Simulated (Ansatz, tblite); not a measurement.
# The cluster Zn8H22O8: spin-state energies by level

Aim: set other spin states of the cluster Zn8H22O8 against its singlet, on many levels of theory.

Computed with Ansatz 0.2.0, Gaussian basis. Level: as each input shows.

The runs, in order: triplet, at the geometry of the singlet (GFN1-xTB, GFN2-xTB, PBE0-D4/def2-TZVP, PBE-D4/def2-TZVP); the singlet's energies come from earlier runs.

### Step 1. The structure

The singlet was relaxed beforehand with PBE-D4/def2-SVP.

38 atoms, charge 0, spin multiplicity 1.

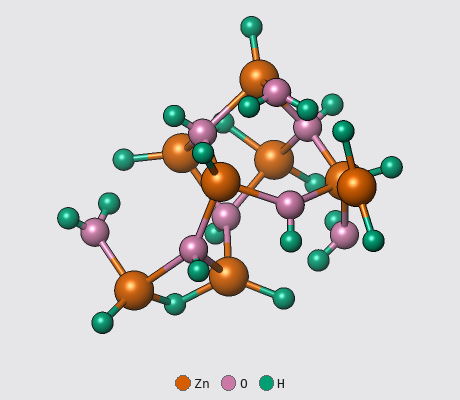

The geometry (zinc orange, oxygen pink, hydrogen teal).

### Step 2. Triplet at the fixed geometry, GFN1-xTB

Tight binding, by tblite at 300 K electronic temperature and without a spin-polarisation term:

```python
tblite.interface.Calculator('GFN1-xTB', numbers, positions, charge=0, uhf=2).singlepoint()
```

Energy -1516.3599 eV; 0.093 s.

### Step 3. Triplet at the fixed geometry, GFN2-xTB

Tight binding, by tblite at 300 K electronic temperature and without a spin-polarisation term:

```python
tblite.interface.Calculator('GFN2-xTB', numbers, positions, charge=0, uhf=2).singlepoint()
```

Energy -1314.4296 eV; 0.065 s.

### Step 4. Triplet at the fixed geometry, PBE0-D4/def2-TZVP

in.yaml reads:

```yaml
crystal:
  periodic: [false, false, false]
  atoms:
    - {symbol: Zn, position_ang: [1.286691, -3.068224, -2.268861]}
    - {symbol: O, position_ang: [0.171642, -3.266269, 0.939022]}
    - {symbol: O, position_ang: [0.349209, -1.145174, -1.363525]}
    - {symbol: Zn, position_ang: [-1.354961, -1.187139, -0.295839]}
    - {symbol: Zn, position_ang: [0.771952, -1.811718, 2.236999]}
    - {symbol: O, position_ang: [-0.798160, -0.551683, 1.634003]}
    - {symbol: O, position_ang: [-1.998235, 0.492934, -1.254834]}
    - {symbol: Zn, position_ang: [-3.082792, 2.366434, -1.112758]}
    - {symbol: Zn, position_ang: [-0.455532, 1.363182, 2.212882]}
    - {symbol: O, position_ang: [-3.335232, 2.483178, 0.935305]}
    - {symbol: Zn, position_ang: [2.309108, -1.046504, -0.887009]}
    - {symbol: O, position_ang: [2.176603, -0.735984, 1.115236]}
    - {symbol: O, position_ang: [2.763152, 0.861031, -1.454061]}
    - {symbol: Zn, position_ang: [-0.475599, 1.891758, -1.491183]}
    - {symbol: Zn, position_ang: [2.069310, 1.320739, 1.466562]}
    - {symbol: O, position_ang: [0.340710, 2.004980, 0.391892]}
    - {symbol: H, position_ang: [1.244896, -2.724421, -3.799141]}
    - {symbol: H, position_ang: [0.991085, -4.148155, -1.107539]}
    - {symbol: H, position_ang: [-0.788185, -3.217772, 0.689612]}
    - {symbol: H, position_ang: [0.611987, -3.588736, 0.055771]}
    - {symbol: H, position_ang: [0.199563, -0.623339, -2.178470]}
    - {symbol: H, position_ang: [-2.267655, -2.465255, -0.033126]}
    - {symbol: H, position_ang: [1.125375, -2.033727, 3.739750]}
    - {symbol: H, position_ang: [-1.572903, -0.859572, 2.145956]}
    - {symbol: H, position_ang: [-2.352862, 0.173149, -2.108650]}
    - {symbol: H, position_ang: [-4.429380, 2.374627, -1.907940]}
    - {symbol: H, position_ang: [-1.573506, 3.202953, -1.295789]}
    - {symbol: H, position_ang: [-1.719283, 2.146302, 2.780313]}
    - {symbol: H, position_ang: [-4.152647, 2.087563, 1.288442]}
    - {symbol: H, position_ang: [-2.624487, 2.326314, 1.638258]}
    - {symbol: H, position_ang: [3.014650, -2.352129, -1.467931]}
    - {symbol: H, position_ang: [3.031659, -0.999124, 1.512174]}
    - {symbol: H, position_ang: [1.941195, 1.299775, -1.838732]}
    - {symbol: H, position_ang: [3.049845, 1.426084, -0.681374]}
    - {symbol: H, position_ang: [0.636084, 1.634642, -2.607245]}
    - {symbol: H, position_ang: [1.141040, 1.350214, 2.898935]}
    - {symbol: H, position_ang: [3.369256, 2.024072, 0.881990]}
    - {symbol: H, position_ang: [0.421507, 2.975796, 0.490304]}
basis:
  gaussian: {orbitals: def2-TZVP, fitting: {mean_field: def2-universal-jkfit}}
magnetization: {spin_polarized: true, initial_magnetization: 2}
hamiltonian: {xc: pbe0, dispersion: d4}
scf: {omitted_lower_state_checks: [starts]}
output: {orbitals: {seedname: orbitals}}
```

Launch:

```console
$ ansatz run in.yaml --threads 2 --pin off --events-out ev --progress --plain --max-ram 32768MiB --backend cuda --devices 0, --max-vram 18GiB
```

Output:

```text
Functional definition: PBE0
  name "PBE0"
  cite "Adamo & Barone, J. Chem. Phys. 110, 6158 (1999) doi:10.1063/1.478522"
  cite "Perdew, Burke & Ernzerhof, Phys. Rev. Lett. 77, 3865 (1996) doi:10.1103/PhysRevLett.77.3865"
  parent pbe
  parameter a = 0.25
  parameter kappa = 0.804
  parameter beta = 0.06672455060314922
  exchange = (1 - a)*pbe_x(kappa = kappa, mu = beta*pi^2/3) + a*exact_x
  correlation = pbe_c(beta = beta)
these checks for a lower state are left out or cut short: starts
3124 factors; integrals over basis functions are off by at most 8.8e-1 eV
mean field evaluation 1: about -403990.1242 eV, gradient 1.2e2 eV
mean field evaluation 2: about -403840.8444 eV, gradient 2.5e2 eV
mean field evaluation 4: about -404022.8328 eV, gradient 3.6e1 eV
mean field evaluation 8: about -404029.5951 eV, gradient 4.0e0 eV
mean field evaluation 16: about -404029.7673 eV, gradient 2.7e0 eV
mean field -404029.84202881 eV, -14847.8228332958 hartree, gradient 4.1e-6 eV, S^2 2.006360; 0 other end points of the search recorded, 0 dependent functions left out
reference -404029.84210590 eV, -14847.8228361286 hartree; 164, 162 occupied and 600, 602 virtual orbitals, 3124 factors
Total energy: -404031.38313694 eV, -14847.8794679750 hartree
Checks for a lower state left out: starts
```

Run time: 28 s. Hardware: 1 × H100 (card shared with other runs) with 2 threads of AMD EPYC 7R13, shared host; peak host memory 1.5 GiB.

HOMO -2.45 eV, LUMO -6.63 eV (over both spins; with the spin held, an empty level of the minority spin lies below the top filled one); ⟨S²⟩ 2.006 (pure: 2.00).

### Step 5. Triplet at the fixed geometry, PBE-D4/def2-TZVP

start.molden holds the orbitals of an earlier run on this state, given as this run's starting guess.

in.yaml: that of step 4 with these lines changed.

```diff
@@ -42,5 +42,5 @@
 basis:
-  gaussian: {orbitals: def2-TZVP, fitting: {mean_field: def2-universal-jkfit}}
+  gaussian: {orbitals: def2-TZVP, fitting: {mean_field: def2-universal-jkfit}, initial_orbitals: start.molden}
 magnetization: {spin_polarized: true, initial_magnetization: 2}
-hamiltonian: {xc: pbe0, dispersion: d4}
+hamiltonian: {xc: pbe, dispersion: d4}
 scf: {omitted_lower_state_checks: [starts]}
```

The command is unchanged.

Output:

```text
Functional definition: PBE
  name "PBE"
  cite "Perdew, Burke & Ernzerhof, Phys. Rev. Lett. 77, 3865 (1996) doi:10.1103/PhysRevLett.77.3865"
  parent pbe
  parameter kappa = 0.804
  parameter beta = 0.06672455060314922
  exchange = pbe_x(kappa = kappa, mu = beta*pi^2/3)
  correlation = pbe_c(beta = beta)
these checks for a lower state are left out or cut short: starts
3124 factors; integrals over basis functions are off by at most 8.8e-1 eV
mean field evaluation 1: about -404024.8983 eV, gradient 1.9e1 eV
mean field evaluation 2: about -404025.9149 eV, gradient 1.4e0 eV
mean field evaluation 4: about -404026.1873 eV, gradient 6.1e-1 eV
mean field evaluation 8: about -404026.2046 eV, gradient 1.1e-1 eV
mean field evaluation 16: about -404026.2739 eV, gradient 1.2e-1 eV
mean field -404026.27789560 eV, -14847.6918538162 hartree, gradient 2.9e-6 eV, S^2 2.002721; 0 other end points of the search recorded, 0 dependent functions left out
reference -404026.27799720 eV, -14847.6918575499 hartree; 164, 162 occupied and 600, 602 virtual orbitals, 3124 factors
Total energy: -404028.01271366 eV, -14847.7556072038 hartree
Checks for a lower state left out: starts
```

It took 28 s on 1 × H100 (card shared with other runs) with 2 threads of AMD EPYC 7R13, shared host; peak host memory 1.4 GiB.

Report: HOMO -1.98 eV, LUMO -6.63 eV (over both spins; with the spin held, an empty level of the minority spin lies below the top filled one); ⟨S²⟩ 2.003 (pure: 2.00).

### Step 6. Triplet less singlet, vertical

The singlet's energies are those of its earlier runs, whose logs aren't repeated here.

| level | triplet less singlet, vertical (kJ/mol) | time |
| --- | --- | --- |
| GFN1-xTB | +537.5 | 0.14 s |
| GFN2-xTB | +507.5 | 0.11 s |
| PBE-D4/def2-TZVP | +442.5 | 47 s |
| PBE0-D4/def2-TZVP | +534.4 | 45 s |

Times add the two runs; a level without a time comes out of a correlated run. Tight binding without a spin term can't rank spin states.

### Step 7. Outcome

| quantity | value |
| --- | --- |
| triplet less singlet, vertical, functionals in def2-TZVP | +442.5 (PBE-D4) to +534.4 kJ/mol (PBE0-D4) |

**Reading.** All functionals put the triplet above the singlet, over a spread of 92.0 kJ/mol. The checks for a lower triplet were left out, so another state of that spin may lie lower. These are electronic energies, without zero-point motion, entropy or surroundings.
